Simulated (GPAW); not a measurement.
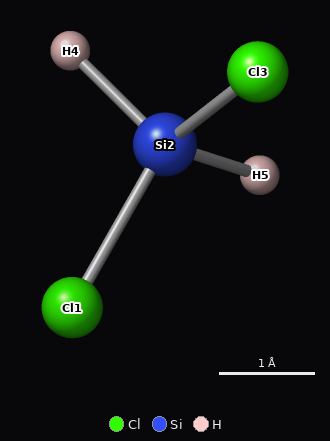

Fig. 1: The structure as given in the input (ball-and-stick view, seen at an oblique angle; atoms are numbered from 1 in the order of the input).

Calculation of the molecule and its ions of SiH2Cl2

- system: SiH2Cl2, SMILES Cl[SiH2]Cl
- method: BEEF-vdW/plane waves, scalar-relativistic datasets (GPAW 26.7.0)

The geometry comes from this level: PBE0-D4/def2-TZVP.

## Input file (run_ipea.py)
```python
from ase.io import read
from gpaw import GPAW, PW

atoms = read('run.sdf')
atoms.set_cell([13.0, 13.0, 13.0])
atoms.center()

energies = {}
for name, charge, unpaired in [('neutral', 0, 0), ('oxidised', 1, 1)]:
    atoms.set_initial_magnetic_moments([unpaired / len(atoms)] * len(atoms))
    calc = GPAW(mode={'name': 'pw', 'ecut': 340},
                xc='BEEF-vdW',
                maxiter=60,
                eigensolver={'name': 'rmm-diis', 'niter': 1},
                occupations={'name': 'fermi-dirac', 'width': 0.0, 'fixmagmom': unpaired > 0},
                charge=charge,
                symmetry='off',
                nbands=-2,
                txt='-')
    atoms.calc = calc
    energies[name] = atoms.get_potential_energy()
    print(f'{name:10} {energies[name]:12.5f} eV')

ip = energies['oxidised'] - energies['neutral']
print(f'Vertical IP = {ip:.3f} eV')
```

## File run.sdf
```

     RDKit          3D

  5  4  0  0  0  0  0  0  0  0999 V2000
   -1.0361   -0.3934    1.6093 Cl  0  0  0  0  0  0  0  0  0  0  0  0
    0.1368   -0.0717   -0.0289 Si  0  0  0  0  0  4  0  0  0  0  0  0
   -0.7992    1.1968   -1.3240 Cl  0  0  0  0  0  0  0  0  0  0  0  0
    0.3520   -1.3622   -0.7112 H   0  0  0  0  0  0  0  0  0  0  0  0
    1.3965    0.5566    0.4134 H   0  0  0  0  0  0  0  0  0  0  0  0
  2  1  1  0
  3  2  1  0
  4  2  1  0
  5  2  1  0
M  END
$$$$
```

Hardware: 1 thread of Intel Xeon @ 2.50GHz (Skylake/Cascade Lake), 12 GiB of memory available, shared host.

Launch command:
```bash
python run_ipea.py
```

## The program's output
```
__  _  _
 | _ |_)|_||  |
 |__||  | ||/\| - 26.7.0

units:  Angstrom and eV
cores:  1
OpenMP: False

Versions:
  Python: 3.12.14
  ASE:    3.29.0
  Numpy:  2.5.5
  Scipy:  1.18.1
  Libxc:  7.0.0

        _gpaw.cpython-312-x86_64-linux-gnu.so

Input parameters:
  mode=PW(ecut=340),
  charge=0.0,
  eigensolver=RMMDIIS(niter=1, diis_steps=1, max_buffer_mem=209715200, trial_step=None),
  maxiter=60,
  nbands=-2,
  occupations=Occupations(name='fermi-dirac', width=0.0, fixmagmom=False),
  symmetry=Symmetry(point_group=False, time_reversal=False),
  xc=XC(name='BEEF-vdW')

Diagonalizing LCAO Hamiltonian
Converting LCAO to pw mode
         .-------------------------------.
        /|                               |
       / |                               |
      /  |                               |
     /   |                               |
    /    |                               |
   /     |                               |
  /      |                               |
 *       |                               |
 |       |                               |
 |       |        Cl                     |
 |       |              H                |
 |       |           Si                  |
 |       |         Cl                    |
 |       |           H                   |
 |       |                               |
 |       .-------------------------------.
 |      /                               /
 |     /                               /
 |    /                               /
 |   /                               /
 |  /                               /
 | /                               /
 |/                               /
 *-------------------------------*

Atoms  # Å, Bohr magnetons
|   | symbol |        x |        y |        z |    initial magnetic moments |
|---|--------|----------|----------|----------|-----------------------------|
| 0 |     Cl | 5.283700 | 6.189300 | 7.966650 | ( 0.0000,  0.0000,  0.0000) |
| 1 |     Si | 6.456600 | 6.511000 | 6.328450 | ( 0.0000,  0.0000,  0.0000) |
| 2 |     Cl | 5.520600 | 7.779500 | 5.033350 | ( 0.0000,  0.0000,  0.0000) |
| 3 |      H | 6.671800 | 5.220500 | 5.646150 | ( 0.0000,  0.0000,  0.0000) |
| 4 |      H | 7.716300 | 7.139300 | 6.770750 | ( 0.0000,  0.0000,  0.0000) |

Unit cell  # Å
| periodic |         x |         y |         z |   lengths |    angles |
|----------|-----------|-----------|-----------|-----------|-----------|
|       no | 13.000000 |  0.000000 |  0.000000 | 13.000000 | 90.000000 |
|       no |  0.000000 | 13.000000 |  0.000000 | 13.000000 | 90.000000 |
|       no |  0.000000 |  0.000000 | 13.000000 | 13.000000 | 90.000000 |

Number of symmetries: 1
Symmetry operations  # r_c * U_cc + t_c -> r_c
|   | kind |            matrix            |
|---|------|------------------------------|
| 0 |  E   |  1, 0, 0,  0, 1, 0,  0, 0, 1 |

BZ-sampling:
  Number of BZ points: 1
  Number of IBZ points: 1

  Monkhorst-Pack size: [1, 1, 1]
  Monkhorst-Pack shift: [0, 0, 0]

K-points  # in reciprocal-cell coordinates
|   |                                coordinates |     weight |
|---|--------------------------------------------|------------|
| 0 | (  0.00000000,   0.00000000,   0.00000000) | 1.00000000 |

Plane wave coefficients: 15720
Cutoff: 340.0 eV

Spin-components: 1 (collinear spins)
Bands:           12
Projectors:      21
Spin-degeneracy: 2
Datatype:        float64

  Storage: CPU
  Wave functions: 3_018_240 bytes (3_018_240 per core)
  Projectors: 6_791_040 bytes (6_791_040 per core)

Parallelization:
  kpt:    1
  domain: 1
  band:   1

Density:
  Valence electrons: 20.0
  Components: 1
  Grid points: [56 56 56]
  Charge: 0.0  # |e|

Potential:
  Grid points: [56 56 56]

species:
  Cl:
    name:    Chlorine
    Z:       17.0
    valence: 7
    core:    10
    charge:  0.0  # [|e|]
    file:    Cl.PBE.gz
    compensation charges:
      type: gauss
      rc: 0.25  # [Å]
      lmax: 2
    cutoffs:
      filter: 1.40  # [Å]
      core: 1.49  # [Å]
    projectors
    | kind |    occ | energy [eV] | rcut [Å] |
    |------|--------|-------------|----------|
    |   3s |  2.000 |     -20.689 |    0.794 |
    |   3p |  5.000 |      -8.594 |    0.794 |
    |    s |        |       6.523 |    0.794 |
    |    p |        |      18.617 |    0.794 |
    |    d |        |       0.000 |    0.794 |

    Using partial waves for Cl as LCAO basis

  Si:
    name:    Silicon
    Z:       14.0
    valence: 4
    core:    10
    charge:  0.0  # [|e|]
    file:    Si.PBE.gz
    compensation charges:
      type: gauss
      rc: 0.33  # [Å]
      lmax: 2
    cutoffs:
      filter: 1.86  # [Å]
      core: 2.06  # [Å]
    projectors
    | kind |    occ | energy [eV] | rcut [Å] |
    |------|--------|-------------|----------|
    |   3s |  2.000 |     -10.812 |    1.058 |
    |   3p |  2.000 |      -4.081 |    1.058 |
    |    s |        |      16.399 |    1.058 |
    |    p |        |      23.130 |    1.058 |
    |    d |        |       0.000 |    1.058 |

    Using partial waves for Si as LCAO basis

  H:
    name:    Hydrogen
    Z:       1.0
    valence: 1
    core:    0
    charge:  0.0  # [|e|]
    file:    H.PBE.gz
    compensation charges:
      type: gauss
      rc: 0.15  # [Å]
      lmax: 2
    cutoffs:
      filter: 0.85  # [Å]
      core: 0.53  # [Å]
    projectors
    | kind |    occ | energy [eV] | rcut [Å] |
    |------|--------|-------------|----------|
    |   1s |  1.000 |      -6.494 |    0.476 |
    |    s |        |      20.717 |    0.476 |
    |    p |        |       0.000 |    0.476 |

    Using partial waves for H as LCAO basis

Reference energy: -33021.223366  # eV

eigensolver:
  RMMDIIS
  Converge bands: occupied

density mixing:
  MSR1-Mixer
  Pratt-step length: 0.05
  Maximum mixing coefficient: 0.75
  Old densities: 10
  SVD Regularization: 0.005
  Good broyden scale: 1.0
  Trust region scale: 1.0
  Backstep threshold: 4.0
  History deletion threshold: 6.0
  Fourier metric: weight=20.0, sigma=0.015

occupation numbers:
  # Zero width

poisson solver:
  ecut: 2720.0  # eV

xc functional:
  name: BEEF-vdW with 2 nearest neighbor stencil

Initialization done in: 18.078 s

convergence criteria:
- Maximum [total energy] change in last 3 cyles: 0.0005 eV / valence electron
- Maximum integral of absolute [dens]ity change: 0.0001 electrons / valence electron
- Maximum integral of absolute [eigenst]ate change: 4e-08 eV^2 / valence electron
maximum number of iterations: 60

SCF iterations
|iter     |     time |      energy | eigst |  dens |
|---------|----------|-------------|-------|-------|
|iter:   1| 00:00:18 | -108.244535 | +0.84 |       |
|iter:   2| 00:00:29 | -114.092265 | -0.37 | -0.89 |
|iter:   3| 00:00:38 |-1508.224367 | +2.95 | -0.89 |
|iter:   4| 00:00:48 |  -85.622869 | +1.58 | +0.45 |
|iter:   5| 00:00:59 | -108.543558 | +0.74 | -0.64 |
|iter:   6| 00:01:09 | -113.314170 | -0.25 | -1.61 |
|iter:   7| 00:01:19 | -113.572568 | -1.35 | -1.71 |
|iter:   8| 00:01:28 | -113.571909 | -1.84 | -1.87 |
|iter:   9| 00:01:37 | -113.580730c| -2.35 | -2.35 |
|iter:  10| 00:01:46 | -113.580915c| -3.18 | -2.35 |
|iter:  11| 00:01:55 | -113.580674c| -3.14 | -2.75 |
|iter:  12| 00:02:05 | -113.581125c| -4.18 | -2.96 |
|iter:  13| 00:02:13 | -113.581125c| -4.47 | -3.43 |
|iter:  14| 00:02:24 | -113.581146c| -5.70 | -3.65 |
|iter:  15| 00:02:35 | -113.581145c| -6.01 | -4.05c|
|iter:  16| 00:02:47 | -113.581146c| -7.04 | -4.85c|
|iter:  17| 00:02:58 | -113.581146c| -7.77c| -4.86c|

Converged in 17 steps
SCF loop duration: 159.950 s (9.409 s/step)
Energy contributions relative to reference atoms: (reference = -33021.223366)

Energy contributions:
  Kinetic:          30.232679
  Coulomb:         -29.871568
  Zero:             -0.107907
  External:          0.000000
  Xc:             -113.834351
  Entropy:           0.000000
  Spinorbit:         0.000000
  ----------------------------
  Free energy:    -113.581146
  Extrapolated:   -113.581146

dipole moment: (0.214733, -0.096203, -0.034983)  # |e|*Ang

Fermi level: -4.496
Eigenvalues  # (at kpt = [0.000, 0.000, 0.000])
| band index |      eig [eV] | occ [0-2] |
|------------|---------------|-----------|
|          0 |       -21.471 |     2.000 |
|        ... |               |           |
|          2 |       -13.701 |     2.000 |
|          3 |       -10.361 |     2.000 |
|          4 |       -10.168 |     2.000 |
|          5 |       -10.073 |     2.000 |
|          6 |        -8.476 |     2.000 |
|          7 |        -8.331 |     2.000 |
|          8 |        -8.089 |     2.000 |
|          9 |        -7.823 |     2.000 |
|         10 |        -1.169 |     0.000 |
|         11 |        -0.980 |     0.000 |

Gap: 6.653 eV
Transition (v -> c):
  (s=0, k=0, n=9, [0.00, 0.00, 0.00]) -> (s=0, k=0, n=10, [0.00, 0.00, 0.00])
No difference between direct/indirect transitions
vacuum-level: 0.293  # V
neutral      -113.58115 eV
  __  _  _
 | _ |_)|_||  |
 |__||  | ||/\| - 26.7.0

units:  Angstrom and eV
cores:  1
OpenMP: False

Versions:
  Python: 3.12.14
  ASE:    3.29.0
  Numpy:  2.5.5
  Scipy:  1.18.1
  Libxc:  7.0.0

        _gpaw.cpython-312-x86_64-linux-gnu.so

Input parameters:
  mode=PW(ecut=340),
  charge=1,
  eigensolver=RMMDIIS(niter=1, diis_steps=1, max_buffer_mem=209715200, trial_step=None),
  maxiter=60,
  nbands=-2,
  occupations=Occupations(name='fermi-dirac', width=0.0, fixmagmom=True),
  symmetry=Symmetry(point_group=False, time_reversal=False),
  xc=XC(name='BEEF-vdW')

Diagonalizing LCAO Hamiltonian
Converting LCAO to pw mode
         .-------------------------------.
        /|                               |
       / |                               |
      /  |                               |
     /   |                               |
    /    |                               |
   /     |                               |
  /      |                               |
 *       |                               |
 |       |                               |
 |       |        Cl                     |
 |       |              H                |
 |       |           Si                  |
 |       |         Cl                    |
 |       |           H                   |
 |       |                               |
 |       .-------------------------------.
 |      /                               /
 |     /                               /
 |    /                               /
 |   /                               /
 |  /                               /
 | /                               /
 |/                               /
 *-------------------------------*

Atoms  # Å, Bohr magnetons
|   | symbol |        x |        y |        z |    initial magnetic moments |
|---|--------|----------|----------|----------|-----------------------------|
| 0 |     Cl | 5.283700 | 6.189300 | 7.966650 | ( 0.0000,  0.0000,  0.2000) |
| 1 |     Si | 6.456600 | 6.511000 | 6.328450 | ( 0.0000,  0.0000,  0.2000) |
| 2 |     Cl | 5.520600 | 7.779500 | 5.033350 | ( 0.0000,  0.0000,  0.2000) |
| 3 |      H | 6.671800 | 5.220500 | 5.646150 | ( 0.0000,  0.0000,  0.2000) |
| 4 |      H | 7.716300 | 7.139300 | 6.770750 | ( 0.0000,  0.0000,  0.2000) |

Unit cell  # Å
| periodic |         x |         y |         z |   lengths |    angles |
|----------|-----------|-----------|-----------|-----------|-----------|
|       no | 13.000000 |  0.000000 |  0.000000 | 13.000000 | 90.000000 |
|       no |  0.000000 | 13.000000 |  0.000000 | 13.000000 | 90.000000 |
|       no |  0.000000 |  0.000000 | 13.000000 | 13.000000 | 90.000000 |

Number of symmetries: 1
Symmetry operations  # r_c * U_cc + t_c -> r_c
|   | kind |            matrix            |
|---|------|------------------------------|
| 0 |  E   |  1, 0, 0,  0, 1, 0,  0, 0, 1 |

BZ-sampling:
  Number of BZ points: 1
  Number of IBZ points: 1

  Monkhorst-Pack size: [1, 1, 1]
  Monkhorst-Pack shift: [0, 0, 0]

K-points  # in reciprocal-cell coordinates
|   |                                coordinates |     weight |
|---|--------------------------------------------|------------|
| 0 | (  0.00000000,   0.00000000,   0.00000000) | 1.00000000 |

Plane wave coefficients: 15720
Cutoff: 340.0 eV

Spin-components: 2 (collinear spins)
Bands:           12
Projectors:      21
Spin-degeneracy: 1
Datatype:        float64

  Storage: CPU
  Wave functions: 6_036_480 bytes (6_036_480 per core)
  Projectors: 6_791_040 bytes (6_791_040 per core)

Parallelization:
  kpt:    1
  domain: 1
  band:   1

Density:
  Valence electrons: 20.0
  Components: 2
  Grid points: [56 56 56]
  Charge: 1.0  # |e|

Potential:
  Grid points: [56 56 56]

species:
  Cl:
    name:    Chlorine
    Z:       17.0
    valence: 7
    core:    10
    charge:  0.0  # [|e|]
    file:    Cl.PBE.gz
    compensation charges:
      type: gauss
      rc: 0.25  # [Å]
      lmax: 2
    cutoffs:
      filter: 1.40  # [Å]
      core: 1.49  # [Å]
    projectors
    | kind |    occ | energy [eV] | rcut [Å] |
    |------|--------|-------------|----------|
    |   3s |  2.000 |     -20.689 |    0.794 |
    |   3p |  5.000 |      -8.594 |    0.794 |
    |    s |        |       6.523 |    0.794 |
    |    p |        |      18.617 |    0.794 |
    |    d |        |       0.000 |    0.794 |

    Using partial waves for Cl as LCAO basis

  Si:
    name:    Silicon
    Z:       14.0
    valence: 4
    core:    10
    charge:  0.0  # [|e|]
    file:    Si.PBE.gz
    compensation charges:
      type: gauss
      rc: 0.33  # [Å]
      lmax: 2
    cutoffs:
      filter: 1.86  # [Å]
      core: 2.06  # [Å]
    projectors
    | kind |    occ | energy [eV] | rcut [Å] |
    |------|--------|-------------|----------|
    |   3s |  2.000 |     -10.812 |    1.058 |
    |   3p |  2.000 |      -4.081 |    1.058 |
    |    s |        |      16.399 |    1.058 |
    |    p |        |      23.130 |    1.058 |
    |    d |        |       0.000 |    1.058 |

    Using partial waves for Si as LCAO basis

  H:
    name:    Hydrogen
    Z:       1.0
    valence: 1
    core:    0
    charge:  0.0  # [|e|]
    file:    H.PBE.gz
    compensation charges:
      type: gauss
      rc: 0.15  # [Å]
      lmax: 2
    cutoffs:
      filter: 0.85  # [Å]
      core: 0.53  # [Å]
    projectors
    | kind |    occ | energy [eV] | rcut [Å] |
    |------|--------|-------------|----------|
    |   1s |  1.000 |      -6.494 |    0.476 |
    |    s |        |      20.717 |    0.476 |
    |    p |        |       0.000 |    0.476 |

    Using partial waves for H as LCAO basis

Reference energy: -33021.223366  # eV

eigensolver:
  RMMDIIS
  Converge bands: occupied

density mixing:
  MSR1-Mixer
  Pratt-step length: 0.05
  Maximum mixing coefficient: 0.75
  Old densities: 10
  SVD Regularization: 0.005
  Good broyden scale: 1.0
  Trust region scale: 1.0
  Backstep threshold: 4.0
  History deletion threshold: 6.0
  Fourier metric: weight=20.0, sigma=0.015

occupation numbers:
  Fixed magnetic moment: 1.000
  # Zero width

poisson solver:
  ecut: 2720.0  # eV
  # using Gaussian-shaped compensation charge: e^(-alpha r^2)
  alpha: 0.07630644925206446   # bohr^-2
xc functional:
  name: BEEF-vdW with 2 nearest neighbor stencil

Initialization done in: 20.078 s

convergence criteria:
- Maximum [total energy] change in last 3 cyles: 0.0005 eV / valence electron
- Maximum integral of absolute [dens]ity change: 0.0001 electrons / valence electron
- Maximum integral of absolute [eigenst]ate change: 4e-08 eV^2 / valence electron
maximum number of iterations: 60

SCF iterations
|iter     |     time |      energy | eigst |  dens |  magmom |
|---------|----------|-------------|-------|-------|---------|
|iter:   1| 00:03:19 |  -94.395633 | +1.02 |       |  +0.9969|
|iter:   2| 00:03:33 | -103.838594 | -0.06 | -0.72 |  +0.9970|
|iter:   3| 00:03:45 |-1525101.981052 | +6.10 | -0.64 |  +1.3676|
|iter:   4| 00:03:56 |  208.467489 | +2.77 | +2.19 |  +1.0000|
|iter:   5| 00:04:07 |  -76.832267 | +1.91 | -0.15 |  +0.9995|
|iter:   6| 00:04:19 | -100.582530 | +0.69 | -0.47 |  +0.9990|
|iter:   7| 00:04:33 | -102.862833 | -0.38 | -0.65 |  +0.9993|
|iter:   8| 00:04:47 | -102.257711 | -0.51 | -0.60 |  +0.9997|
|iter:   9| 00:05:01 | -102.388467 | -0.28 | -0.70 |  +0.9995|
|iter:  10| 00:05:15 | -102.295060 | -0.62 | -0.93 |  +0.9998|
|iter:  11| 00:05:28 | -102.317293 | -0.79 | -0.74 |  +0.9998|
|iter:  12| 00:05:39 | -102.383207 | -1.03 | -1.06 |  +1.0000|
|iter:  13| 00:05:50 | -102.434372 | -1.42 | -1.37 |  +1.0000|
|iter:  14| 00:06:00 | -102.437784 | -1.80 | -1.56 |  +1.0000|
|iter:  15| 00:06:10 | -102.437875c| -1.95 | -1.74 |  +1.0000|
|iter:  16| 00:06:22 | -102.441277c| -2.55 | -1.89 |  +1.0000|
|iter:  17| 00:06:35 | -102.443032c| -3.32 | -2.27 |  +1.0000|
|iter:  18| 00:06:49 | -102.443286c| -3.60 | -2.53 |  +1.0000|
|iter:  19| 00:07:01 | -102.443433c| -4.04 | -2.97 |  +1.0000|
|iter:  20| 00:07:15 | -102.443471c| -4.30 | -3.06 |  +1.0000|
|iter:  21| 00:07:28 | -102.443488c| -4.97 | -3.48 |  +1.0000|
|iter:  22| 00:07:39 | -102.443492c| -5.64 | -3.98 |  +1.0000|
|iter:  23| 00:07:50 | -102.443493c| -6.00 | -4.19c|  +1.0000|
|iter:  24| 00:08:01 | -102.443494c| -6.73 | -4.47c|  +1.0000|
|iter:  25| 00:08:11 | -102.443494c| -7.54c| -4.79c|  +1.0000|

Converged in 25 steps
SCF loop duration: 293.217 s (11.729 s/step)
Energy contributions relative to reference atoms: (reference = -33021.223366)

Energy contributions:
  Kinetic:          19.517346
  Coulomb:         -17.633092
  Zero:             -0.103203
  External:          0.000000
  Xc:             -104.224545
  Entropy:           0.000000
  Spinorbit:         0.000000
  ----------------------------
  Free energy:    -102.443494
  Extrapolated:   -102.443494

dipole moment: (6.179098, 6.636787, 6.369905)  # |e|*Ang

Total magnetic moment: (0.000000, 0.000000, 1.000000)

Local magnetic moments
|        x |        y |        z |
|----------|----------|----------|
| 0.000000 | 0.000000 | 0.147317 |  # Cl   0
| 0.000000 | 0.000000 | 0.027541 |  # Si   1
| 0.000000 | 0.000000 | 0.148098 |  # Cl   2
| 0.000000 | 0.000000 | 0.063129 |  # H    3
| 0.000000 | 0.000000 | 0.063084 |  # H    4

Fermi levels: -10.452, -14.066
Eigenvalues  # (at kpt = [0.000, 0.000, 0.000])
| band index |      eig [eV] | occ [0-1] |      eig [eV] | occ [0-1] |
|------------|---------------|-----------|---------------|-----------|
|          0 |       -28.104 |     1.000 |       -27.809 |     1.000 |
|        ... |               |           |               |           |
|          2 |       -20.254 |     1.000 |       -20.004 |     1.000 |
|          3 |       -16.778 |     1.000 |       -16.591 |     1.000 |
|          4 |       -16.696 |     1.000 |       -16.358 |     1.000 |
|          5 |       -16.617 |     1.000 |       -16.250 |     1.000 |
|          6 |       -15.077 |     1.000 |       -14.618 |     1.000 |
|          7 |       -14.793 |     1.000 |       -14.412 |     1.000 |
|          8 |       -14.622 |     1.000 |       -14.226 |     1.000 |
|          9 |       -14.364 |     1.000 |       -13.907 |     0.000 |
|         10 |        -6.997 |     0.000 |        -6.943 |     0.000 |
|         11 |        -6.670 |     0.000 |        -6.616 |     0.000 |

Gap: 6.910 eV
Transition (v -> c):
  (s=1, k=0, n=9, [0.00, 0.00, 0.00]) -> (s=0, k=0, n=10, [0.00, 0.00, 0.00])
No difference between direct/indirect transitions
vacuum-level: -1.476  # V
oxidised     -102.44349 eV
Vertical IP = 11.138 eV
```

## Key numbers

| quantity | value |
| --- | --- |
| outcome | converged |
| ionisation energy | 11.14 eV |
| wall time | 8.2 min |
| peak memory | 1.6 GiB |

## Notes

Settings chosen away from the usual ones: nbands set to -2; solver set to rmm-diis; niter set to 1.
